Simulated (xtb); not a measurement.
**Run report: C2H6FNSi, molecular dynamics (part 1 of 2)**

C2H6FNSi, multiplicity 3, computed with GFN0-xTB (xtb 6.7.1).

The dynamics carries a metadynamics bias. The starting geometry was optimised with GFN2-xTB.

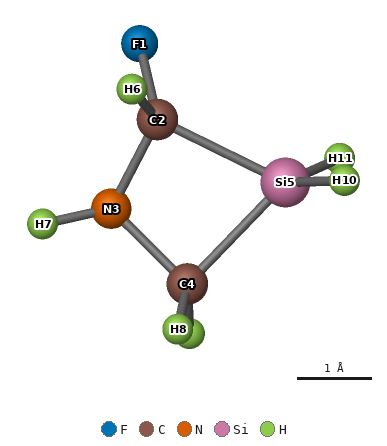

The input geometry (ball-and-stick view, seen on its broad side; atoms are numbered from 1 in the order of the input).

## Input (mol.sdf)
```

     RDKit          3D

 11 11  0  0  0  0  0  0  0  0999 V2000
   -0.8433    2.1436    0.0194 F   0  0  0  0  0  0  0  0  0  0  0  0
    0.1100    1.1271    0.0971 C   0  0  1  0  0  0  0  0  0  0  0  0
   -0.2545    0.1744    1.0975 N   0  0  0  0  0  0  0  0  0  0  0  0
   -0.0594   -1.1211    0.4502 C   0  0  0  0  0  0  0  0  0  0  0  0
    0.0014   -0.2507   -1.2599 Si  0  0  0  0  0  4  0  0  0  0  0  0
    1.0567    1.6658    0.2575 H   0  0  0  0  0  0  0  0  0  0  0  0
    0.1022    0.2960    2.0346 H   0  0  0  0  0  0  0  0  0  0  0  0
    0.8714   -1.6236    0.7419 H   0  0  0  0  0  0  0  0  0  0  0  0
   -0.8866   -1.7990    0.6707 H   0  0  0  0  0  0  0  0  0  0  0  0
    1.2057   -0.4413   -2.0669 H   0  0  0  0  0  0  0  0  0  0  0  0
   -1.2384   -0.2282   -2.0215 H   0  0  0  0  0  0  0  0  0  0  0  0
  2  1  1  0
  3  2  1  0
  4  3  1  0
  5  4  1  0
  5  2  1  0
  2  6  1  1
  7  3  1  0
  8  4  1  0
  9  4  1  0
 10  5  1  0
 11  5  1  0
M  END
$$$$
```

## File detailed.inp
```
$chrg 0
$spin 2
$md
   temp=350
   time=1
   step=2
   dump=40
   hmass=2
   shake=2
   sccacc=5
$metadyn
   kpush=0.022
   alp=0.3
$wall
   potential=logfermi
   sphere: 8.7, all
$end
```

Launched with:
```bash
xtb mol.sdf --metadyn 50 --input detailed.inp --gfn 0 -P 1 > out.txt
```

## What the program printed
```
* xtb version 6.7.1
   ID    Z sym.   atoms
    1    9 F      1
    2    6 C      2, 4
    3    7 N      3
    4   14 Si     5
    5    1 H      6-11
spherical wallpotential with radius    4.6038422 Å

           -------------------------------------------------
          |                Calculation Setup                |
           -------------------------------------------------

          program call               : xtb mol.sdf --metadyn 50 --input detailed.inp --gfn 0 -P 1
          coordinate file            : mol.sdf
          omp threads                :                     1

molecular fragmentation (1/2 indicates fragments):
11111121112
# atoms in fragment 1/2:     9     2
 fragment masses (1/2) :       89.14        2.02
CMA distance (Bohr)    :   1.019
constraining FC (au)   :  0.0500

           -------------------------------------------------
          |                 G F N 0 - x T B                 |
           -------------------------------------------------

      * Hamiltonian:
        H0-scaling (s, p, d)           2.000000    2.486800    2.270000
        zeta-weighting                 1.000000
      * Dispersion:
        s8                             2.850000
        a1                             0.800000
        a2                             4.600000
        s9                             0.000000
      * Repulsion:
        kExp                           1.500000
        rExp                           1.000000
      * Coulomb:
        alpha                          0.000000
        third order                    atomic
        anisotropic                    false
      * Polar bond correction:
        rad-shift                      0.053700
        strength                      -0.012900
        en-exp                         3.484700
        en-scale                       0.509700

          ...................................................
          :                      SETUP                      :
          :.................................................:
          :  # basis functions                  38          :
          :  # atomic orbitals                  37          :
          :  # shells                           23          :
          :  # electrons                        30          :
          :  electronic temp.          300.0000000     K    :
          :  accuracy                    1.0000000          :
          :  -> integral cutoff          0.2500000E+02      :
          :  -> integral neglect         0.1000000E-07      :
          ...................................................
  Checking positiv definite overlap ...  done.

         #    Occupation            Energy/Eh            Energy/eV
      -------------------------------------------------------------
         1        2.0000           -0.8122477             -22.1024
       ...           ...                  ...                  ...
        10        2.0000           -0.4759659             -12.9517
        11        2.0000           -0.4615570             -12.5596
        12        2.0000           -0.4393893             -11.9564
        13        2.0000           -0.4331641             -11.7870
        14        2.0000           -0.4242692             -11.5450
        15        1.0000           -0.4051455             -11.0246
        16        1.0000           -0.2431682              -6.6169 (HOMO)
        17        0.0000           -0.2142227              -5.8293 (LUMO)
        18                         -0.2111012              -5.7444
        19                         -0.1533240              -4.1722
        20                         -0.1359456              -3.6993
        21                         -0.1294607              -3.5228
       ...                                ...                  ...
        37                          0.9045273              24.6134
      -------------------------------------------------------------
                  HL-Gap            0.0289455 Eh            0.7876 eV
             Fermi-level            0.0000000 Eh            0.0000 eV

 EHT (total)                   0 d,  0 h,  0 min,  0.002 sec
 EHT setup                      ...        0 min,  0.000 sec (  2.015%)
 Coordination number            ...        0 min,  0.000 sec (  1.038%)
 EEQ model density              ...        0 min,  0.000 sec (  1.350%)
 D4 Dispersion                  ...        0 min,  0.000 sec (  4.777%)
 Integral evaluation            ...        0 min,  0.001 sec ( 23.830%)
 Cholesky factorization         ...        0 min,  0.000 sec (  1.799%)
 Zeroth order Hamiltonian       ...        0 min,  0.000 sec ( 15.833%)
 Gradient calculation           ...        0 min,  0.001 sec ( 41.031%)

         :::::::::::::::::::::::::::::::::::::::::::::::::::::
         ::                     SUMMARY                     ::
         :::::::::::::::::::::::::::::::::::::::::::::::::::::
         :: total energy             -15.989411621459 Eh    ::
         :: gradient norm              0.156945351370 Eh/a0 ::
         :: HOMO-LUMO gap              0.787646061867 eV    ::
         ::.................................................::
         :: H0 energy                -15.999710329976 Eh    ::
         :: repulsion energy           0.149281550346 Eh    ::
         :: electrostat energy        -0.098677046373 Eh    ::
         :: -> Gsolv                   0.000000000000 Eh    ::
         ::    -> Gsasa                0.000000000000 Eh    ::
         ::    -> Gshift               0.000000000000 Eh    ::
         :: dispersion energy         -0.002718497706 Eh    ::
         :: short-range corr.         -0.037587297751 Eh    ::
         :: add. restraining           0.000000000000 Eh    ::
         :: total charge              -0.000000000000 e     ::
         :::::::::::::::::::::::::::::::::::::::::::::::::::::

           -------------------------------------------------
          |                Property Printout                |
           -------------------------------------------------

    * Orbital Energies and Occupations

         #    Occupation            Energy/Eh            Energy/eV
      -------------------------------------------------------------
         1        2.0000           -0.8122477             -22.1024
       ...           ...                  ...                  ...
         4        2.0000           -0.6024521             -16.3936
         5        2.0000           -0.5737262             -15.6119
         6        2.0000           -0.5664102             -15.4128
         7        2.0000           -0.5368997             -14.6098
         8        2.0000           -0.5306284             -14.4391
         9        2.0000           -0.4834771             -13.1561
        10        2.0000           -0.4759659             -12.9517
        11        2.0000           -0.4615570             -12.5596
        12        2.0000           -0.4393893             -11.9564
        13        2.0000           -0.4331641             -11.7870
        14        2.0000           -0.4242692             -11.5450
        15        1.0000           -0.4051455             -11.0246
        16        1.0000           -0.2431682              -6.6169 (HOMO)
        17        0.0000           -0.2142227              -5.8293 (LUMO)
        18                         -0.2111012              -5.7444
        19                         -0.1533240              -4.1722
        20                         -0.1359456              -3.6993
        21                         -0.1294607              -3.5228
        22                         -0.1147297              -3.1220
        23                         -0.1065977              -2.9007
        24                         -0.0897426              -2.4420
        25                         -0.0384503              -1.0463
        26                         -0.0242536              -0.6600
        27                         -0.0031827              -0.0866
       ...                                ...                  ...
        37                          0.9045273              24.6134
      -------------------------------------------------------------
                  HL-Gap            0.0289455 Eh            0.7876 eV
             Fermi-level            0.0000000 Eh            0.0000 eV

     #   Z          covCN         q      C6AA      α(0)
     1   9          0.784    -0.236    11.662     3.934
     2   6          3.547     0.264    19.298     6.481
     3   7          2.977    -0.743    39.178     9.372
     4   6          3.692    -0.131    25.933     7.370
     5  14          3.880     0.464   138.235    21.704
     6   1          0.923     0.026     2.648     2.545
     7   1          0.860     0.329     0.634     1.247
     8   1          0.924     0.087     1.904     2.158
     9   1          0.924     0.122     1.597     1.977
    10   1          0.919    -0.105     5.725     3.742
    11   1          0.920    -0.077     4.827     3.436

 Mol. C6AA /au·bohr⁶  :       1617.055724
 Mol. C8AA /au·bohr⁸  :      50812.207866
 Mol. α(0) /au        :         63.966451

Wiberg/Mayer (AO) data.
largest (>0.10) Wiberg bond orders for each atom

 ---------------------------------------------------------------------------
     #   Z sym  total        # sym  WBO       # sym  WBO       # sym  WBO
 ---------------------------------------------------------------------------
     1   9      1.393 --     2      1.128     5      0.103
     2   6      3.672 --     1      1.128     3      1.014     6      0.943
                             5      0.482
     3   7      3.003 --     2      1.014     4      0.960     7      0.956
     4   6      3.833 --     3      0.960     9      0.956     8      0.955
                             5      0.768
     5  14      3.212 --    10      0.887    11      0.887     4      0.768
                             2      0.482     1      0.103
     6   1      1.012 --     2      0.943
     7   1      0.975 --     3      0.956
     8   1      0.989 --     4      0.955
     9   1      1.003 --     4      0.956
    10   1      0.931 --     5      0.887
    11   1      0.932 --     5      0.887
 ---------------------------------------------------------------------------

 dipole moment from electron density (au)
     X       Y       Z
   0.6388   1.3447   1.4133  total (Debye):    5.218

           -------------------------------------------------
          | TOTAL ENERGY              -15.989411621459 Eh   |
          | GRADIENT NORM               0.156945351370 Eh/α |
          | HOMO-LUMO GAP               0.787646061867 eV   |
           -------------------------------------------------
           -------------------------------------------------
          |                  Meta Dynamics                  |
           -------------------------------------------------
 trajectories on xtb.trj or xtb.trj.<n>

 MD time /ps        :    1.00
 dt /fs             :    2.00
 SCC accuracy       :    5.00
 temperature /K     :  350.00
 max steps          :   500
 block length (av.) :  2500
 dumpstep(trj) /fs  :   40.00    20
 dumpstep(coords)/fs: 1000.00   500
 H atoms mass (amu) :     2
 # deg. of freedom  :    23
 SHAKE on. # bonds  :          10  all: T
 Berendsen THERMOSTAT on
 --- metadynamics parameter ---
 kpush  :    0.022
 alpha  :    0.300
 update :      50
         time (ps)    <Epot>      Ekin   <T>   T     Etot
      0    0.00      0.00000   0.0336    0.    0.   -15.95548
    200    0.40    -15.93451   0.0388 1282. 1064.   -15.97781
    400    0.80    -15.97610   0.0321 1066.  883.   -15.99678
 average properties
 Epot               :  -15.985868596271203
 Epot (accurate SCC):  -16.016603429307853
 Ekin               :   3.6743250358181878E-002
 Etot               :  -15.949125345913021
 T                  :   1008.9227590779805
 thermostating problem
 normal exit of md()

------------------------------------------------------------------------
------------------------------------------------------------------------
 total:
 *  cpu-time:     0 d,  0 h,  0 min,  0.931 sec
 * ratio c/w:     1.000 speedup
 SCF:
 *  cpu-time:     0 d,  0 h,  0 min,  0.002 sec
 * ratio c/w:     0.999 speedup
 MD:
 *  cpu-time:     0 d,  0 h,  0 min,  0.920 sec
 * ratio c/w:     1.000 speedup
```

## Standard error
```
normal termination of xtb
```

## Trajectory as extended XYZ (Å, eV, eV/Å), 25 frames, from step=0 to step=24
```
11
Properties=species:S:1:pos:R:3 step=0 time_fs=0.0 energy=-435.08508
F    -0.8433    2.1436    0.0194
C     0.1100    1.1271    0.0971
N    -0.2545    0.1744    1.0975
C    -0.0594   -1.1211    0.4502
Si    0.0014   -0.2507   -1.2599
H     1.0567    1.6658    0.2575
H     0.1022    0.2960    2.0346
H     0.8714   -1.6236    0.7419
H    -0.8866   -1.7990    0.6707
H     1.2057   -0.4413   -2.0669
H    -1.2384   -0.2282   -2.0215
11
Properties=species:S:1:pos:R:3 step=1 time_fs=40.0 energy=-435.60969
F    -0.9476    2.1165    0.0829
C     0.0479    1.6927    0.9646
N    -0.1221    0.2935    1.1984
C    -0.1163   -0.8323    0.2668
Si   -0.0164   -0.7916   -1.6500
H     1.0088    2.2257    0.8948
H     0.4757    0.0469    1.9742
H     0.7554   -1.3884    0.6340
H    -1.1034   -1.2539    0.4673
H     1.2956   -0.4572   -2.2019
H    -0.3242    0.5981   -1.9527
11
Properties=species:S:1:pos:R:3 step=2 time_fs=80.0 energy=-435.76233
F    -0.9516    2.1074    0.1547
C    -0.3364    1.5708    1.2867
N     0.5315    0.4593    1.0574
C    -0.2047   -0.4126    0.1446
Si    0.0137   -0.8770   -1.7053
H    -0.0291    2.3290    2.0235
H     0.6723   -0.0785    1.9007
H     0.1984   -1.3949    0.4212
H    -1.2486   -0.2070    0.3907
H     0.6738   -2.1491   -1.9949
H    -0.2832   -0.3914   -3.0446
```
